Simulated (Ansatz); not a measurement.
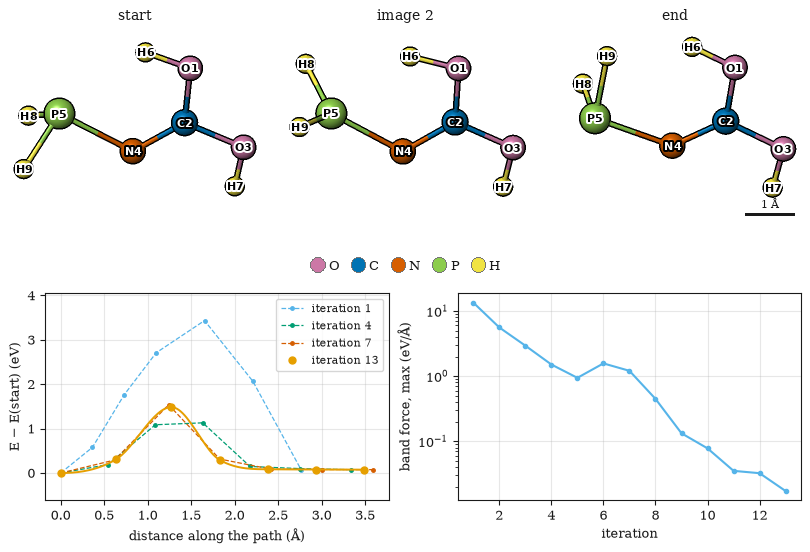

A nudged-elastic-band calculation for CH$_{4}$NO$_{2}$P. Images are numbered from 0 (start) to 6 (end). The plot follows the band through its iterations. A ball-and-stick model, seen at a tilt.

All numbers below come from RKS PBE-D4/def2-SVP (Ansatz). Settings: 5 movable images; climbing image; force threshold 0.03 eV/Å; iteration limit 60; starting path through a guess of the saddle point.

How did the profile develop, and is the result final?

The result is final at these settings. The band converged in 13 iterations. The largest component of the band force went from 14 to 0.017 eV/Å. The climbing image converged on the top of the path. Its vibrational analysis gives one imaginary mode (936i cm⁻¹), as a transition state must have. The first iteration put the highest image at 3.43 eV. The highest point, image 2, lies 1.48 eV above the start and 1.41 eV above the end; the end is at +0.08 eV relative to the start.

The run took 3.6 min on 1 thread of Arm Neoverse V1, with other jobs on the host, peak memory 0.12 GiB.
